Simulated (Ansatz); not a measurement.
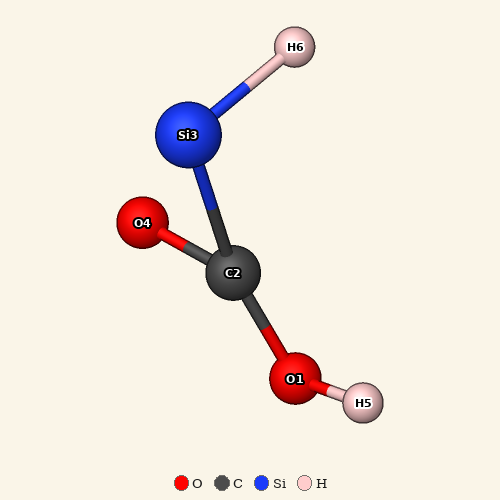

The system is CH₂O₂Si (SMILES OC1=[SiH]O1) with the probe H2; the picture shows it without the atoms that are moved over the map. The probe is moved over a plane parallel to the molecule's main plane, 2.11 Å above it. First axis: x of the probe's H atom. Second axis: y of the probe's H atom. Nothing is relaxed (molecule and probe rigid, the probe upright with H nearest the plane). The scan uses an 11 × 11 grid. Energies: kJ/mol, counted from molecule and probe far apart, each relaxed in its own basis (no counterpoise correction). Computed with Ansatz 0.2.0, RKS PBE0-D4/def2-SVPD.

Range: x of the probe's H atom from −2.85 to 2.85 Å; y of the probe's H atom from −2.85 to 2.85 Å.

> Predict the map.

The lowest grid point is at x of the probe's H atom = −1.14 Å, y of the probe's H atom = −2.28 Å, −3.8 kJ/mol from molecule and probe far apart, each relaxed in its own basis (no counterpoise correction). The energy also falls towards the edge at x of the probe's H atom = 0.00 Å, y of the probe's H atom = 2.85 Å (1.6 kJ/mol above the lowest) and x of the probe's H atom = −2.85 Å, y of the probe's H atom = 2.85 Å (2.4 kJ/mol above the lowest), where a further well may lie outside the range. The highest grid point, x of the probe's H atom = −1.71 Å, y of the probe's H atom = 0.57 Å, lies 32.3 kJ/mol above the lowest.

```
y of the probe's H atom ↓, x of the probe's H atom →  −2.85  −2.28  −1.71  −1.14  −0.57  0.00  0.57  1.14  1.71  2.28  2.85
                                                2.85   −1.4   −1.0   −0.8   −1.2   −1.9  −2.2  −2.1  −1.6  −1.3  −1.1  −1.1
                                                2.28    0.3    2.4    3.2    2.0   −0.2  −1.7  −1.8  −1.0  −0.5  −0.7  −1.1
                                                1.71    4.9   10.3   12.3    9.4    4.5   1.0   0.4   1.3   1.5   0.4  −0.8
                                                1.14   10.8   20.2   23.8   19.2   11.4   6.1   5.1   5.7   4.5   1.8  −0.7
                                                0.57   13.6   24.5   28.5   23.8   15.9  10.9   9.8   9.3   6.1   1.8  −1.1
                                                0.00   10.3   18.6   21.7   18.8   14.9  12.5  10.8   8.5   4.3   0.2  −2.1
                                               −0.57    4.1    8.3    9.6    9.0    9.4   9.7   7.5   3.9   0.5  −1.9  −2.8
                                               −1.14   −0.4    0.7    0.8    1.0    2.6   3.7   2.2  −0.6  −2.3  −3.0  −2.8
                                               −1.71   −2.2   −2.4   −2.9   −2.9   −2.1  −1.4  −2.1  −3.0  −3.2  −2.9  −2.4
                                               −2.28   −2.2   −2.8   −3.4   −3.8   −3.8  −3.7  −3.6  −3.4  −2.9  −2.4  −1.8
                                               −2.85   −1.6   −2.1   −2.7   −3.2   −3.5  −3.5  −3.3  −2.8  −2.2  −1.7  −1.2
```

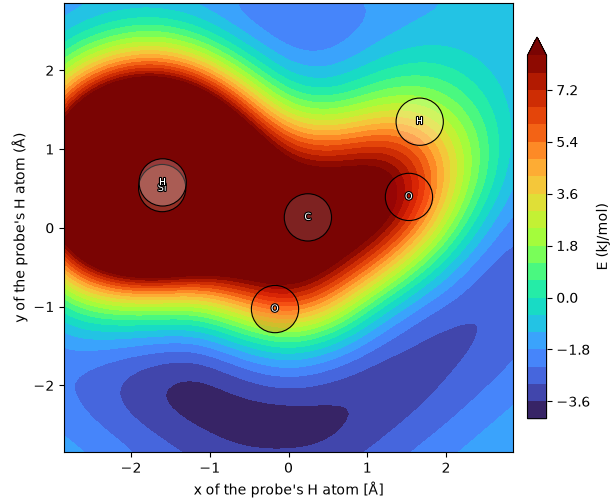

Drawn: filled contours, labelled circles for the molecule's atoms, projected on the plane, one colour for all values above the top of the scale. Between grid points the surface is interpolated.

Each point was launched as `ansatz run input.yaml --threads 1 --pin off --max-ram 2560MiB --backend cpu --events-out ev --progress --plain --runs-dir out`. Time for the 121 points that were run: 9.9 min on 1 thread of Arm Neoverse V2, on a shared host.
